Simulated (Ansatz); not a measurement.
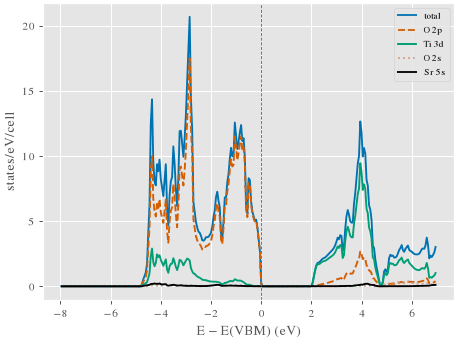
Total and projected density of states of SrTiO3 in space group I4/mcm (No. 140; Sr on 4b, Ti on 4c, O on 8h, O on 4a), LDA (plane waves, PAW; program Ansatz)

Which orbitals carry the states next to the gap?

Top 1 eV of the valence band: O 2p 95 %. Bottom 1 eV of the conduction band: Ti 3d 88 %, O 2p 10 %. Projections are on Löwdin-orthogonalised atomic valence shells; empty p or d shells of many metals are not among them.

Where is the tallest occupied peak in this window, and what makes it?

Near -2.9 eV, about 21 states/eV per cell; the largest projected share is O 2p.

The workflow started from a Materials Project entry (that database holds measured and hypothetical structures alike); the Crystallography Open Database files this formula in space group No. 140, but the cells were not matched. It is not the phase usual at ambient conditions (space group No. 221). The LDA relaxation kept the symmetry of its start; its stability against distortions is not shown here. No spin polarisation was allowed. Spin–orbit coupling is left out wherever it is not named.

Potentials: the later of the program's two PAW sets.
